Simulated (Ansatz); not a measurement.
**CH4OSSi: from a rough start to a minimum**

Aim: relax CH4OSSi from a cheap starting geometry, then compute its harmonic vibrations to see whether it is a minimum and to get the zero-point energy and entropy.

Computed with Ansatz 0.2.0, Gaussian basis. Level: RKS PBE0-D4/def2-TZVP.

Plan: relaxation at PBE-D4/def2-SVP; relaxation at PBE0-D4/def2-TZVP; harmonic vibrations at the same level.

1 further run of the same task is left out (set aside as unsound or not needed).

## 1. The system as given

8 atoms, charge 0, spin multiplicity 1.

Atoms are counted from 1 here; the program's logs count them from 0.

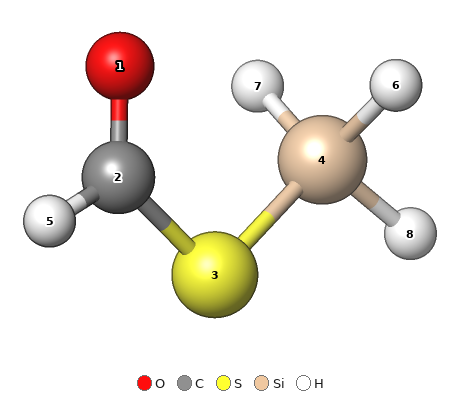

The starting geometry (oxygen red, carbon grey, sulfur yellow, silicon light orange, hydrogen white); atoms are numbered from 1 in the order of the file.

Coordinates:

```xyz
8

O     1.5518   -0.9015    0.8899
C     1.7026    0.1789    0.2619
S     0.4324    1.0766   -0.5994
Si   -1.2204   -0.0744   -0.2465
H     2.7162    0.6174    0.1901
H    -1.5938   -0.1236    1.2085
H    -1.1076   -1.4364   -0.8267
H    -2.3891    0.6058   -0.9336
```

The start is a force-field geometry with small random shifts, so a cheaper pass at PBE-D4/def2-SVP comes first.

## 2. Geometry optimisation, PBE-D4/def2-SVP (cheap first pass)

in.yaml

```yaml
crystal:
  periodic: [false, false, false]
  atoms:
    - {symbol: O, position_ang: [1.551800, -0.901500, 0.889900]}
    - {symbol: C, position_ang: [1.702600, 0.178900, 0.261900]}
    - {symbol: S, position_ang: [0.432400, 1.076600, -0.599400]}
    - {symbol: Si, position_ang: [-1.220400, -0.074400, -0.246500]}
    - {symbol: H, position_ang: [2.716200, 0.617400, 0.190100]}
    - {symbol: H, position_ang: [-1.593800, -0.123600, 1.208500]}
    - {symbol: H, position_ang: [-1.107600, -1.436400, -0.826700]}
    - {symbol: H, position_ang: [-2.389100, 0.605800, -0.933600]}
basis:
  gaussian: {orbitals: def2-SVP}
hamiltonian: {xc: pbe, dispersion: d4}
relax: {f_tol: 0.03, max_steps: 200}
```

Run with:

```bash
$ ansatz run in.yaml --threads 2 --pin off --events-out ev --progress --plain --max-ram 4352MiB
```

Log, cut to the lines that bear on the results:

```text
Functional definition: PBE
  name "PBE"
  cite "Perdew, Burke & Ernzerhof, Phys. Rev. Lett. 77, 3865 (1996) doi:10.1103/PhysRevLett.77.3865"
  parent pbe
[...]
934 factors; their error is unknown
[...]
mean field -21841.62847974 eV, -802.6650418428 hartree, gradient 6.3e-5 eV, S^2 0.000000; 0 other end points of the search recorded, 0 dependent functions left out
[...]
reference -21841.62850860 eV, -802.6650429035 hartree; 24, 24 occupied and 60, 60 virtual orbitals, 934 factors
relax step   1: F+E_penalty+E_count = -21841.81132583 eV  Δ(F+E_penalty+E_count) = +0.000e0 eV  max|allowed force component| = 3.388e0 eV/Å  Δτ_max = 0.0000 Å  (26 SCF iters, accepted)
[...]
relax step   7: F+E_penalty+E_count = -21842.12444720 eV  Δ(F+E_penalty+E_count) = -1.325e-3 eV  max|allowed force component| = 3.082e-2 eV/Å  Δτ_max = 0.0396 Å  (29 SCF iters, accepted)
[...]
relax step   8: F+E_penalty+E_count = -21842.12520660 eV  Δ(F+E_penalty+E_count) = -7.594e-4 eV  max|allowed force component| = 1.339e-2 eV/Å  Δτ_max = 0.0196 Å  (29 SCF iters, accepted)
934 factors; their error is unknown
mean field -21841.94081423 eV, -802.6765199237 hartree, gradient 1.6e-5 eV, S^2 0.000000; 1 other end points of the search recorded, 0 dependent functions left out
[...]
reference -21841.94084270 eV, -802.6765209699 hartree; 24, 24 occupied and 60, 60 virtual orbitals, 934 factors
Total energy: -21842.12523507 eV, -802.6832972644 hartree
Atom 0 at     1.392508    -0.864900     0.848084 Å, force    -0.004568     0.002190     0.001736 eV/Å
Atom 1 at     1.664755     0.158809     0.256640 Å, force    -0.002027     0.000495    -0.002956 eV/Å
Atom 2 at     0.494008     1.167007    -0.651969 Å, force     0.001636     0.000457     0.008050 eV/Å
Atom 3 at    -1.243813    -0.101745    -0.226661 Å, force     0.004884    -0.000093    -0.013391 eV/Å
Atom 4 at     2.698557     0.596268     0.211975 Å, force     0.004671     0.001642    -0.002475 eV/Å
Atom 5 at    -1.507364    -0.155398     1.246620 Å, force    -0.001172     0.000716     0.005703 eV/Å
Atom 6 at    -1.046958    -1.468460    -0.806906 Å, force    -0.003961    -0.004699     0.000511 eV/Å
Atom 7 at    -2.359592     0.611219    -0.933582 Å, force     0.000537    -0.000707     0.002824 eV/Å
Dipole moment:    -0.044392     0.141731    -0.098777 e Å
```

Run time: 13 s. Hardware: 2 threads of Arm Neoverse V1, shared host.

Along the way: (the energy doesn't fall at every step)

```
step  energy from step 1 (eV)  largest force component (eV/Å)
   1                   0.0000                          3.3877
   2                   0.1058                          3.9820
   3                  -0.2550                          2.0708
   4                  -0.2957                          1.1993
   5                  -0.3108                          0.2141
   6                  -0.3118                          0.2948
   7                  -0.3131                          0.0308
   8                  -0.3139                          0.0134
```

Close pairs (by a distance rule), those that changed most:

```
  bond  before (Å)  after (Å)  change (Å)
S3–Si4       2.045      2.193      +0.149
 O1–C2       1.259      1.213      -0.046
 C2–H5       1.107      1.123      +0.017
Si4–H8       1.517      1.501      -0.016
 C2–S3       1.778      1.792      +0.014
Si4–H7       1.485      1.498      +0.013
Si4–H6       1.503      1.498      -0.005
```

## 3. Optimising with PBE0-D4/def2-TZVP

in.yaml

```yaml
crystal:
  periodic: [false, false, false]
  atoms:
    - {symbol: O, position_ang: [1.392508, -0.864900, 0.848084]}
    - {symbol: C, position_ang: [1.664755, 0.158809, 0.256640]}
    - {symbol: S, position_ang: [0.494008, 1.167007, -0.651969]}
    - {symbol: Si, position_ang: [-1.243813, -0.101745, -0.226661]}
    - {symbol: H, position_ang: [2.698557, 0.596268, 0.211975]}
    - {symbol: H, position_ang: [-1.507364, -0.155398, 1.246620]}
    - {symbol: H, position_ang: [-1.046958, -1.468460, -0.806906]}
    - {symbol: H, position_ang: [-2.359592, 0.611219, -0.933582]}
basis:
  gaussian: {orbitals: def2-TZVP}
hamiltonian: {xc: pbe0, dispersion: d4}
relax: {f_tol: 0.005, max_steps: 150}
```

The command is unchanged.

Log, cut to the lines that bear on the results:

```text
Functional definition: PBE0
  name "PBE0"
  cite "Adamo & Barone, J. Chem. Phys. 110, 6158 (1999) doi:10.1063/1.478522"
  cite "Perdew, Burke & Ernzerhof, Phys. Rev. Lett. 77, 3865 (1996) doi:10.1103/PhysRevLett.77.3865"
  parent pbe
[...]
1046 factors; their error is unknown
[...]
mean field -21853.70083013 eV, -803.1086925369 hartree, gradient 7.6e-5 eV, S^2 0.000000; 0 other end points of the search recorded, 0 dependent functions left out
[...]
reference -21853.70085968 eV, -803.1086936226 hartree; 24, 24 occupied and 136, 136 virtual orbitals, 1046 factors
relax step   1: F+E_penalty+E_count = -21853.85579190 eV  Δ(F+E_penalty+E_count) = +0.000e0 eV  max|allowed force component| = 1.218e0 eV/Å  Δτ_max = 0.0000 Å  (29 SCF iters, accepted)
[...]
reference -21853.74210397 eV, -803.1102093224 hartree; 24, 24 occupied and 136, 136 virtual orbitals, 1046 factors
Total energy: -21853.89821226 eV, -803.1159461964 hartree
Atom 0 at     1.365728    -0.848699     0.834367 Å, force    -0.002525    -0.000423    -0.000313 eV/Å
Atom 1 at     1.640106     0.161552     0.249866 Å, force     0.004601     0.000684     0.000610 eV/Å
Atom 2 at     0.485972     1.154759    -0.643376 Å, force     0.000753    -0.000986     0.000717 eV/Å
Atom 3 at    -1.224624    -0.100716    -0.223937 Å, force     0.000638     0.000153     0.000054 eV/Å
Atom 4 at     2.662162     0.576637     0.213157 Å, force    -0.002449     0.000735    -0.000931 eV/Å
Atom 5 at    -1.480356    -0.151442     1.231950 Å, force    -0.000071    -0.000061    -0.000077 eV/Å
Atom 6 at    -1.025363    -1.449276    -0.797736 Å, force    -0.000213    -0.000003     0.000016 eV/Å
Atom 7 at    -2.331524     0.599986    -0.920091 Å, force    -0.000735    -0.000098    -0.000076 eV/Å
Dipole moment:    -0.028820     0.186721    -0.125872 e Å
```

Run time: 38 s. Hardware: 2 threads of Arm Neoverse V1, shared host; peak memory 0.34 GiB.

Relaxation path: (the energy doesn't fall at every step)

```
step  energy from step 1 (eV)  largest force component (eV/Å)
   1                   0.0000                          1.2182
   2                  -0.0390                          0.2135
   3                   0.0251                          1.1784
   4                  -0.0408                          0.1271
   5                  -0.0419                          0.0400
   6                  -0.0422                          0.0618
   7                  -0.0423                          0.0703
   8                  -0.0423                          0.0573
   9                  -0.0424                          0.0066
  10                  -0.0424                          0.0046
```

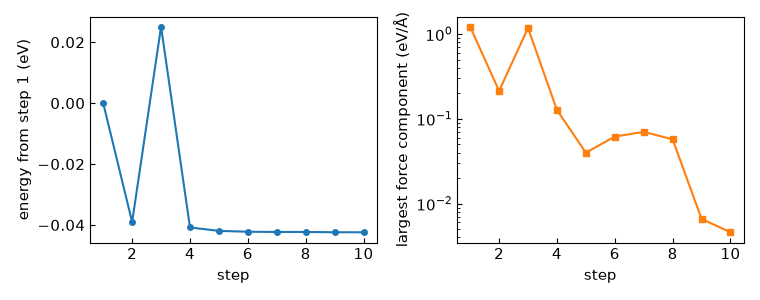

Energy and force, step by step.

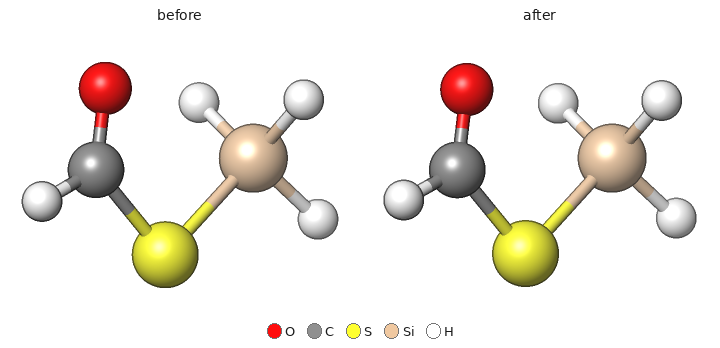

The geometry before (left) and after (right).

Distances of close pairs at the start and the end, largest changes first:

```
  bond  before (Å)  after (Å)  change (Å)
S3–Si4       2.193      2.163      -0.030
 C2–S3       1.792      1.765      -0.027
 C2–H5       1.123      1.104      -0.020
Si4–H7       1.498      1.479      -0.019
Si4–H6       1.498      1.479      -0.019
Si4–H8       1.501      1.484      -0.017
 O1–C2       1.213      1.199      -0.014
```

Mulliken charges of the relaxed molecule (report file):

```
atom  value (e)
  O1      -0.27
  C2       0.13
  S3      -0.16
 Si4       0.17
  H5       0.12
  H6       0.01
  H7       0.01
  H8      -0.01
```

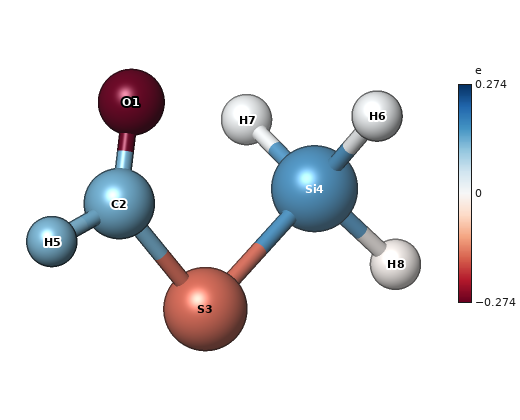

Mulliken charges of the relaxed molecule (report file), as colours on the atoms.

## 4. Force constants and modes

in.yaml

```yaml
crystal:
  periodic: [false, false, false]
  atoms:
    - {symbol: O, position_ang: [1.365728, -0.848699, 0.834367]}
    - {symbol: C, position_ang: [1.640106, 0.161552, 0.249866]}
    - {symbol: S, position_ang: [0.485972, 1.154759, -0.643376]}
    - {symbol: Si, position_ang: [-1.224624, -0.100716, -0.223937]}
    - {symbol: H, position_ang: [2.662162, 0.576637, 0.213157]}
    - {symbol: H, position_ang: [-1.480356, -0.151442, 1.231950]}
    - {symbol: H, position_ang: [-1.025363, -1.449276, -0.797736]}
    - {symbol: H, position_ang: [-2.331524, 0.599986, -0.920091]}
basis:
  gaussian: {orbitals: def2-TZVP}
hamiltonian: {xc: pbe0, dispersion: d4}
phonons: {temperatures: {t_min: 298.15, t_max: 900, t_step: 200}}
```

Launched as before.

Log, cut to the lines that bear on the results:

```text
Functional definition: PBE0
  name "PBE0"
  cite "Adamo & Barone, J. Chem. Phys. 110, 6158 (1999) doi:10.1063/1.478522"
  cite "Perdew, Burke & Ernzerhof, Phys. Rev. Lett. 77, 3865 (1996) doi:10.1103/PhysRevLett.77.3865"
  parent pbe
[...]
1046 factors; their error is unknown
[...]
mean field -21853.74207515 eV, -803.1102082632 hartree, gradient 1.4e-5 eV, S^2 0.000000; 0 other end points of the search recorded, 0 dependent functions left out
[...]
reference -21853.74210447 eV, -803.1102093410 hartree; 24, 24 occupied and 136, 136 virtual orbitals, 1046 factors
[...]
1046 factors; their error is unknown
mean field -21853.74205075 eV, -803.1102073666 hartree, gradient 2.4e-6 eV, S^2 0.000000; 0 other end points of the search recorded, 0 dependent functions left out
[...]
reference -21853.74208008 eV, -803.1102084446 hartree; 24, 24 occupied and 136, 136 virtual orbitals, 1046 factors
[...]
Atom 0 at     1.365728    -0.848699     0.834367 Å, force    -0.002532    -0.000455    -0.000298 eV/Å
Atom 1 at     1.640106     0.161552     0.249866 Å, force     0.004600     0.000720     0.000595 eV/Å
Atom 2 at     0.485972     1.154759    -0.643376 Å, force     0.000757    -0.000991     0.000717 eV/Å
Atom 3 at    -1.224624    -0.100716    -0.223937 Å, force     0.000623     0.000156     0.000072 eV/Å
Atom 4 at     2.662162     0.576637     0.213157 Å, force    -0.002439     0.000736    -0.000932 eV/Å
Atom 5 at    -1.480356    -0.151442     1.231950 Å, force    -0.000066    -0.000061    -0.000094 eV/Å
Atom 6 at    -1.025363    -1.449276    -0.797736 Å, force    -0.000210    -0.000005     0.000015 eV/Å
Atom 7 at    -2.331524     0.599986    -0.920091 Å, force    -0.000733    -0.000099    -0.000077 eV/Å
Dipole moment:    -0.028819     0.186720    -0.125872 e Å
Vibrations: 132.05 184.28 224.35 451.16 508.22 608.85 645.87 770.51 899.69 933.72 940.42 951.69 1361.98 1769.25 2244.04 2262.62 2273.18 2986.69 cm⁻¹, zero-point energy 1.249052 eV
```

Run time: 1.9 min. Hardware: 2 threads of Arm Neoverse V1, shared host; peak memory 0.34 GiB.

Motions are named by where the mode's potential energy lies. The modes, unscaled (a negative number is an imaginary wavenumber):

```
mode  cm⁻¹                          motion
   1   132                            bend
   2   184                         torsion
   3   224                         torsion
   4   451          Si–S stretch with bend
   5   508          Si–S stretch with bend
   6   609                            bend
   7   646                            bend
   8   771           C–S stretch with bend
   9   900                            bend
  10   934                            bend
  11   940                            bend
  12   952  out-of-plane bend with torsion
  13  1362                            bend
  14  1769                     C–O stretch
  15  2244                    Si–H stretch
  16  2263                    Si–H stretch
  17  2273                    Si–H stretch
  18  2987                     C–H stretch
```

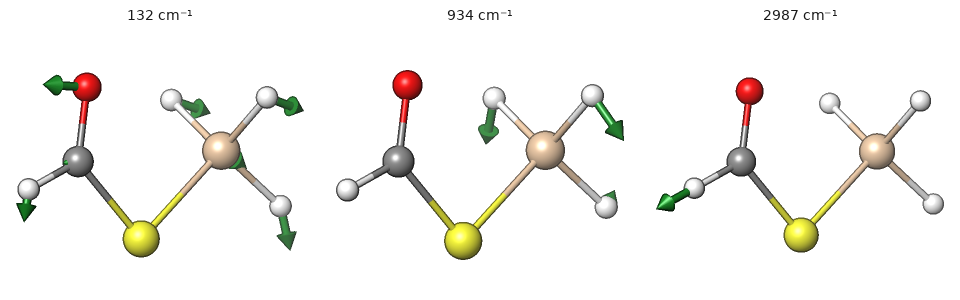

Displacements of 3 modes, as arrows.

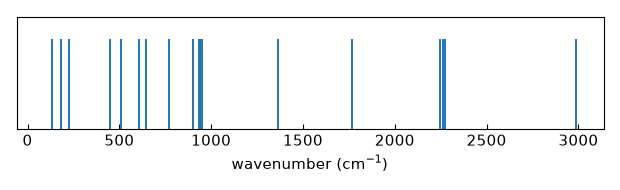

The harmonic wavenumbers as sticks (no intensities were computed).

Ideal gas, rigid rotor and harmonic oscillator at 298.15 K and 1 bar, with symmetry number 1:

```
                term            value
   zero-point energy     120.5 kJ/mol
          H(298) − E     137.9 kJ/mol
entropy, translation  165.3 J/(mol K)
   entropy, rotation  108.8 J/(mol K)
  entropy, vibration   42.3 J/(mol K)
      entropy, total  316.4 J/(mol K)
```

## 5. Outcome

```
                  quantity            value
               point group               Cs
                     steps           8 + 10
shift from the start (rms)          0.105 Å
              total energy   -21853.8982 eV
           dispersion term         -156 meV
             dipole moment           1.09 D
lowest, highest wavenumber   132, 2987 cm⁻¹
         zero-point energy     120.5 kJ/mol
       entropy at 298.15 K  316.4 J/(mol K)
```

**Reading.** The atoms moved 0.10 Å (rms) from the start; the bond that changed most is S3–Si4, from 2.045 to 2.163 Å. All wavenumbers are real, so the end point is a minimum. The stiffest mode, 2987 cm⁻¹, is a C–H stretch, and 2 modes under 200 cm⁻¹ make the vibrational entropy uncertain. Harmonic hybrid wavenumbers usually lie a few per cent above measured fundamentals. The largest Mulliken charge, -0.27 e, sits on O1.
